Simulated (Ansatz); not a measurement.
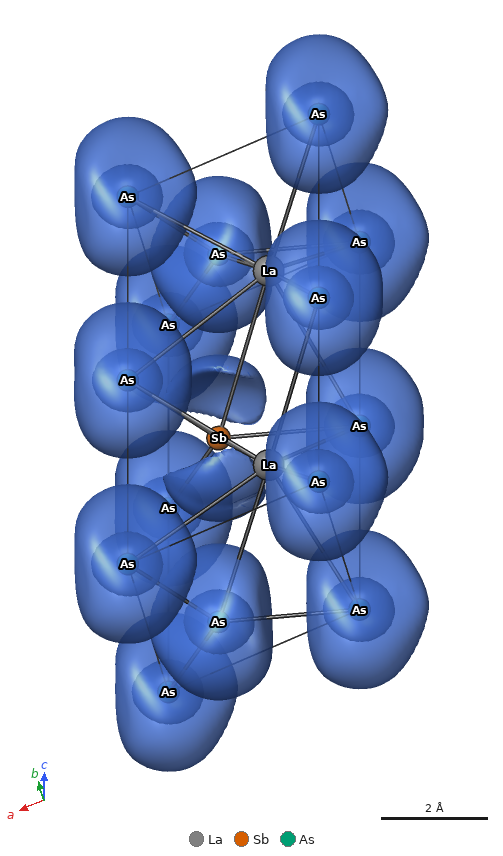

Figure. La₂SbAs₃. Isosurface of the ELF at 0.55 (blue), seen at an oblique angle. Core shells and regions of very low density are left out. Sticks mark near contacts.

Space group P-6m2; a structure generated by program, which may or may not match a known phase.

Theory: DFT PBE, scalar-relativistic, plane waves, PAW (Ansatz 0.2.0).

```
La Sb As
1.0
     4.70899    0.00000    0.00000
    -2.35450    4.07811    0.00000
     0.00000    0.00000    8.20656
La Sb As
2 1 3
Direct
  0.33333 0.66667 0.76437
  0.33333 0.66667 0.23563
  0.66667 0.33333 0.50000
  0.66667 0.33333 0.00000
  0.00000 0.00000 0.50000
  0.00000 0.00000 0.00000
```

Describe the localisation domains.

Answer. The ELF exceeds this value in two lobes on Sb, pointing away from the bonds (lone pairs) and three regions wrapped around As (the valence shell of each), counted in one cell of 6 atoms. Any copies at cell faces, edges or corners count once.

Values along the shortest contacts:
Sb–As (2.72 Å): the ELF is about 0.45 at the midpoint. As–As (2.72 Å): the ELF is about 0.40 at the midpoint.
